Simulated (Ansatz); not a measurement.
BClH3Si (doublet)

```xyz
6

Si   -0.6873    0.4580   -0.4802
B     0.7637   -0.3353    0.5420
Cl    0.9688   -2.0787    0.6090
H    -1.6923   -0.3247   -1.2513
H    -0.9011    1.9292   -0.5673
H     1.5482    0.3515    1.1477
```

These are results of UKS PBE0/def2-SVP in Ansatz 0.2.0, not measurements.

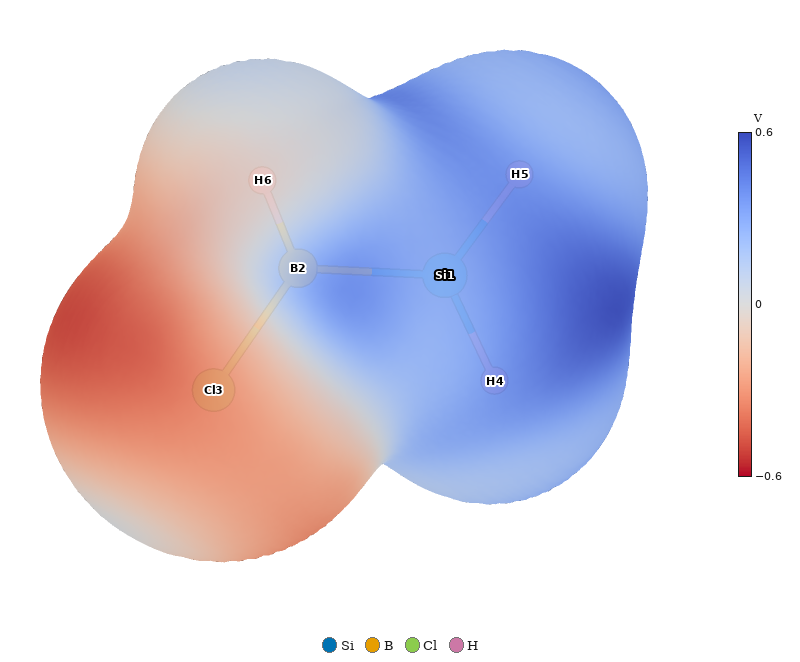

Figure 1. The molecular electrostatic potential painted on the density surface at 0.001 e/bohr³, seen at a tilt; red is negative and blue positive.

Where is the surface potential most negative and most positive?

The most negative region (about −0.5 V) lies over Cl3, the most positive (about +0.6 V) over Si1.

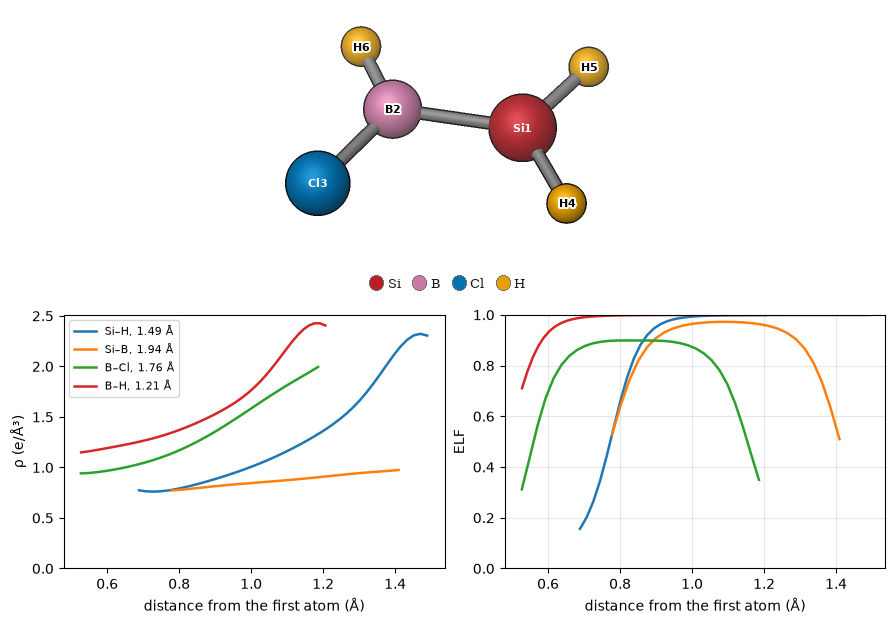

Figure 2. Electron density and ELF along straight lines between neighbouring atoms. The curves leave out the atomic cores. The structure is drawn too.

What can be read from the curves?

Si–H (1.49 Å): ρ at the midpoint is about 0.76 e/Å³; the ELF climbs to about 1 towards the hydrogen, as it does in any bond to H.
Si–B (1.94 Å): the density is about 0.84 e/Å³ at the midpoint; the ELF peaks at about 1 between the atoms: localised, covalent bonding.
B–Cl (1.76 Å): ρ is about 1.3 e/Å³ halfway; the ELF peaks at about 0.90 between the atoms (a polar covalent bond).
B–H (1.21 Å): the density is about 1.2 e/Å³ at the midpoint; the ELF climbs to about 1 towards the hydrogen (a covalent bond by its length).

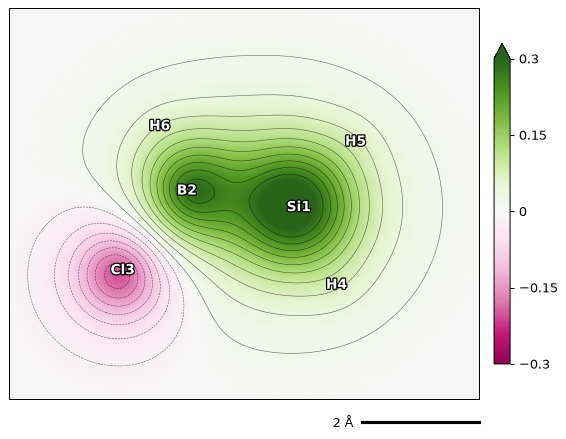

Figure 3. The LUMO (β) on a plane 0.8 Å above the molecular plane (values in Å⁻³ᐟ²; the overall sign is arbitrary).

Where does this orbital lie, and at what energy?

Its weight (Hirshfeld) is mainly on Si1 (about 55 %), B2 (about 25 %) and Cl3 (about 10 %); it changes sign across the molecular plane (π type); π-bonding across Si1–B2; π-antibonding (a node) across B2–Cl3. Its energy is −3.27 eV.
